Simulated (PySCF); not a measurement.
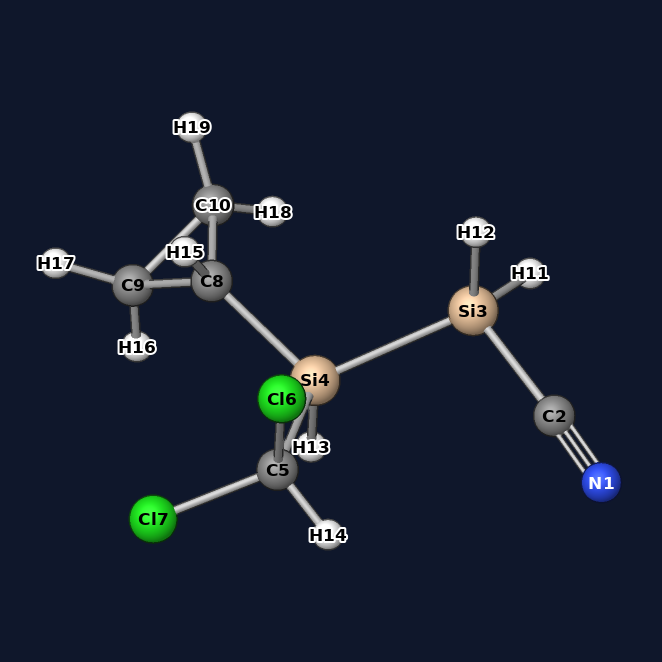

The questions are on isotropic NMR shieldings of the Si atoms. The computed structure is the end point of a GFN2-xTB optimisation. No frequency run is at hand to confirm it as a minimum. Properties computed with GIAO PBE0/pcSseg-1 NMR shielding, non-relativistic, gas phase (PySCF 2.14.0).

List the isotropic NMR shieldings of the Si atoms.

| atom | σ (ppm) |
| --- | --- |
| Si3 | 456.2 |
| Si4 | 361.1 |

The geometry is semi-empirical. Around Si such bond lengths and angles can be off by a tenth of an ångström or more and by several degrees, and values that hang on the shape move with them.
